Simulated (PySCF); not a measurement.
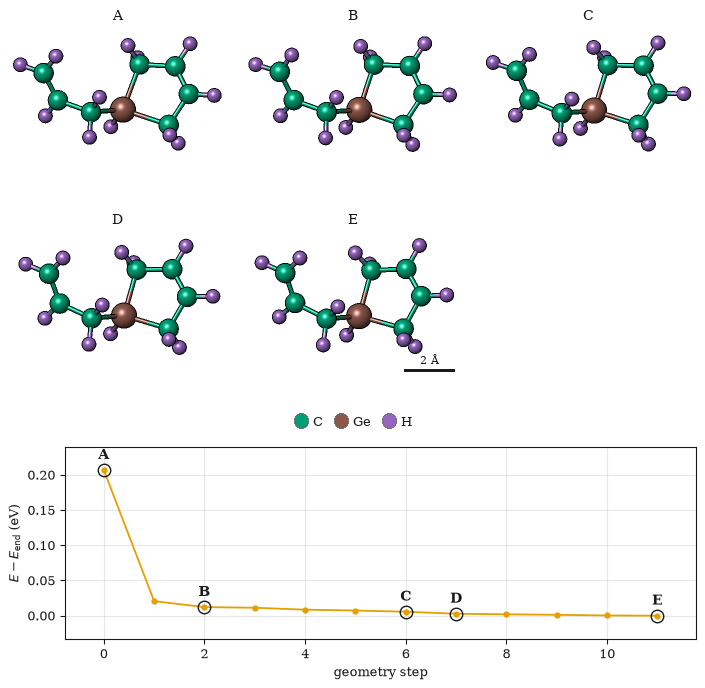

Frames of a relaxation of C7H12Ge, marked on the history of the run. Style: ball-and-stick. Shown from a free direction.

The start comes from GFN2-xTB. Its atoms were then displaced at random by about 0.01 Å.

The calculation used PySCF, PBE0-D3(BJ)/def2-SVP geometry optimisation, gas phase. 

Q: What happens along the run?

A: The energy falls by 0.207 eV in 11 geometry steps. The largest move after the best rigid fit is that of an H atom, 0.38 Å. By element the largest moves are H 0.38 Å, C 0.31 Å, Ge 0.13 Å. Near-neighbour distances that change, for instance: C–Ge 2.032 → 1.973 Å, C–Ge 2.000 → 1.968 Å, C–H 1.075 → 1.102 Å, Ge–H 1.517 → 1.543 Å. Among the angles between lasting bonds that change: C–Ge–C 114.4° → 111.2°, Ge–C–H 109.3° → 106.5°, C–Ge–H 111.6° → 114.4°. From step 0 to 2: an H atom moves most (0.12 Å), energy −0.195 eV. From step 2 to 6: an H atom moves most (0.13 Å), energy −0.007 eV. From step 6 to 7: H atoms move most (0.15 Å), energy −0.003 eV. From step 7 to 11: H atoms move most (0.12 Å), energy −0.003 eV.

| step | E − E(0), eV |
| --- | --- |
| 0 | 0.0000 |
| 1 | -0.1862 |
| 2 | -0.1947 |
| 3 | -0.1956 |
| 4 | -0.1984 |
| 5 | -0.1995 |
| 6 | -0.2013 |
| 7 | -0.2042 |
| 8 | -0.2050 |
| 9 | -0.2057 |
| 10 | -0.2066 |
| 11 | -0.2069 |
